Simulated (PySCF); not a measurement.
C$_{2}$H$_{5}$B$_{3}$O$_{3}$: excited-state calculation

C$_{2}$H$_{5}$B$_{3}$O$_{3}$, SMILES C=CB1OBOBO1, computed with TDDFT PBE0/def2-SVPD, vertical, gas phase, core orbitals frozen in the response (PySCF 2.14.0).

The geometry comes from this level: GFN2-xTB.

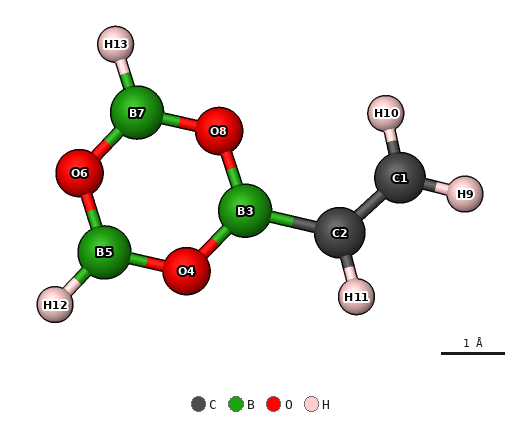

Figure 1. The structure as given in the input (ball-and-stick view, seen at a tilt; atoms are numbered from 1 in the order of the input).

## Summary

```json
{"quantity": "outcome", "value": "converged"}
{"quantity": "total energy", "value": "−379.015807 hartree"}
{"quantity": "HOMO", "value": "−8.31 eV"}
{"quantity": "LUMO", "value": "−1.41 eV"}
{"quantity": "dipole moment", "value": "1.12 D"}
{"quantity": "mean polarisability", "value": "68.23 a.u."}
{"quantity": "lowest singlet excitation", "value": "6.38 eV"}
{"quantity": "hardware", "value": "1 CPU thread, shared host"}
{"quantity": "wall time", "value": "31 s"}
{"quantity": "peak memory", "value": "0.82 GiB"}
```

## Input file
```
{"job": {"kind": "uv", "xc": "PBE0", "basis": "def2-SVPD", "nstates": 6, "ntriplets": 2}, "charge": 0, "multiplicity": 1}
C      2.568495     0.499408     0.251897
C      1.704412    -0.438920    -0.120375
B      0.151391    -0.252413    -0.091503
O     -0.676735    -1.270785    -0.491432
B     -2.023084    -1.115036    -0.469184
O     -2.566624     0.059262    -0.047026
B     -1.756813     1.077869     0.353360
O     -0.410803     0.925778     0.331761
H      3.637020     0.351843     0.224673
H      2.223572     1.459202     0.600163
H      2.088744    -1.391361    -0.464393
H     -2.718784    -1.991578    -0.812471
H     -2.225179     2.087217     0.716803
```

The first line tells a small driver script what to run in PySCF; the rest is the geometry in Å.

Launch command:
```bash
OMP_NUM_THREADS=1 python <driver script> task.json out
```

## What the program printed
```
coarse grid: 11792 points
cycle   1  E = -378.7812372664  dE =  1.313e+00  |g| = 9.226e-01  |ddm| = 9.043e+00
cycle   2  E = -378.6289487836  dE =  1.523e-01  |g| = 1.296e+00  |ddm| = 3.545e+00
cycle   3  E = -378.9405248676  dE = -3.116e-01  |g| = 7.157e-02  |ddm| = 1.985e+00
cycle   4  E = -378.9414296290  dE = -9.048e-04  |g| = 3.632e-02  |ddm| = 2.266e-01
cycle   5  E = -378.9417627814  dE = -3.332e-04  |g| = 1.061e-02  |ddm| = 7.777e-02
cycle   6  E = -378.9417891845  dE = -2.640e-05  |g| = 2.725e-03  |ddm| = 2.209e-02
cycle   7  E = -378.9417910121  dE = -1.828e-06  |g| = 3.126e-04  |ddm| = 5.929e-03
final grid: 116528 points
cycle   8  E = -379.0157887497  dE = -5.502e-05  |g| = 9.393e-03  |ddm| = 1.807e-01
cycle   9  E = -379.0157751641  dE =  1.359e-05  |g| = 1.279e-02  |ddm| = 4.721e-02
cycle  10  E = -379.0158071782  dE = -3.201e-05  |g| = 7.678e-04  |ddm| = 2.329e-02
cycle  11  E = -379.0158073145  dE = -1.363e-07  |g| = 2.376e-04  |ddm| = 2.489e-03
cycle  12  E = -379.0158073251  dE = -1.060e-08  |g| = 1.055e-04  |ddm| = 8.095e-04
cycle  13  E = -379.0158073274  dE = -2.319e-09  |g| = 3.170e-05  |ddm| = 2.589e-04
cycle  14  E = -379.0158073277  dE = -2.585e-10  |g| = 5.366e-06  |ddm| = 9.706e-05
```

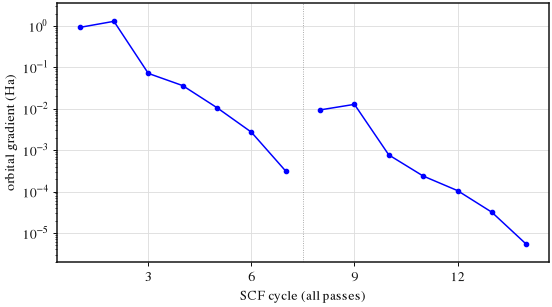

Figure 2. Convergence of the self-consistent field: orbital gradient against the SCF cycle. The dotted line marks the change from a coarse to the final integration grid. The first 7 cycles use a coarse grid, the final grid takes over at cycle 8, and the field converges after 14 cycles in all.

```
converged SCF energy = -379.0158073277

Static polarisability (au): isotropic 68.233, principal 46.536 68.383 89.779

Singlet excitations
state   eV       nm        f      main configurations
  1   6.3788    194.4   0.00152   H-1->L 0.93
  2   6.4435    192.4   0.41648   H->L 0.96
  3   6.7770    182.9   0.00032   H-2->L 0.95
  4   6.9824    177.6   0.00524   H->L+1 0.99
  5   7.4487    166.5   0.00557   H-1->L+1 0.35, H-3->L 0.29, H-2->L+1 0.27
  6   7.4778    165.8   0.01934   H-2->L+1 0.46, H-3->L 0.46

Triplet excitations (Tamm-Dancoff, eV): 3.9214 5.7666
```

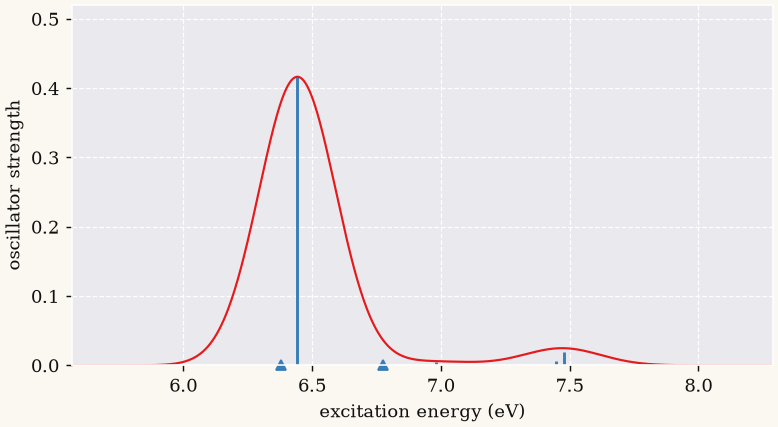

Figure 3. Computed excitations as sticks (degenerate states added up, dark ones marked on the axis), with a Gaussian envelope of 0.35 eV full width at half maximum, scaled to the tallest. Of the 6 states the lowest lies at 6.38 eV (f = 0.002); the strongest line is at 6.44 eV, or 192 nm (f = 0.416).

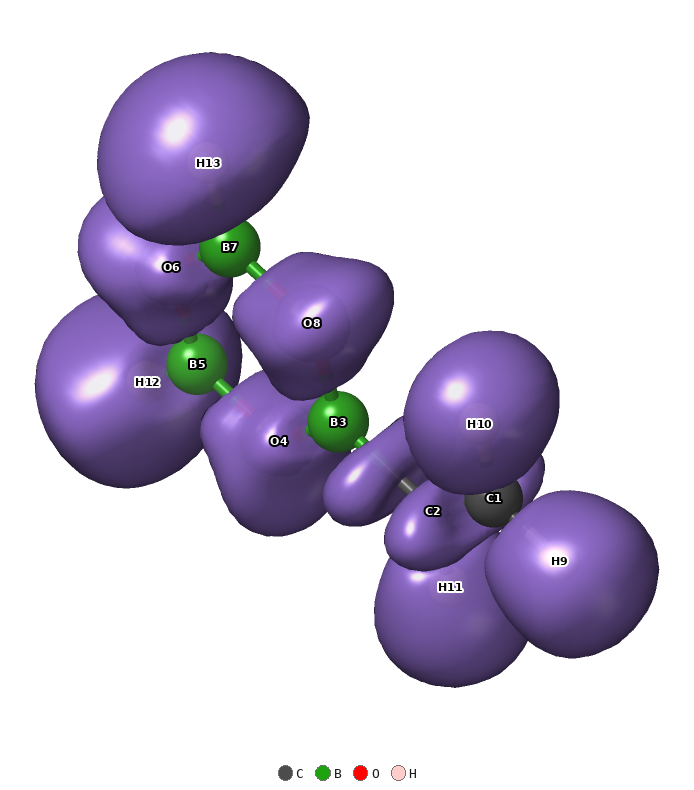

Figure 4. Isosurface of the ELF at 0.75 (purple), seen at an oblique angle. Core shells and regions of very low density are left out. Profiles from the grid: C–C (1.33 Å): the ELF peaks at about 0.95 between the atoms (a multiple bond by its length, whose ELF region spreads away from the axis).

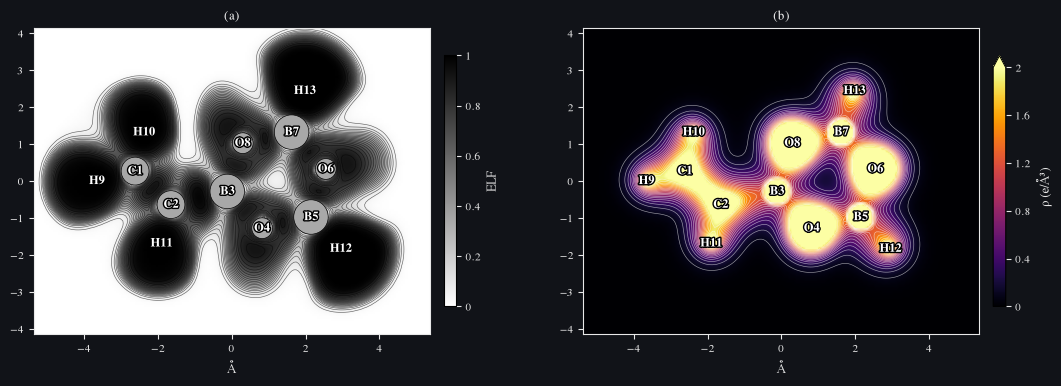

Figure 5. (a) electron localisation function; (b) total electron density on the molecular plane. Grey discs, where drawn, cover atomic cores. Atoms in the plane: C, B, O and H. C–C (1.33 Å): ρ is about 2.3 e/Å³ halfway; the ELF peaks at about 0.95 between the atoms (a multiple bond by its length, whose ELF region spreads away from the axis). C–B (1.56 Å): ρ at the midpoint is about 1.4 e/Å³; the ELF peaks at about 1 between the atoms (a shared electron pair). B–H (1.17 Å): ρ is about 1.3 e/Å³ halfway; the ELF climbs to about 1 towards the hydrogen; a covalent bond by its length.
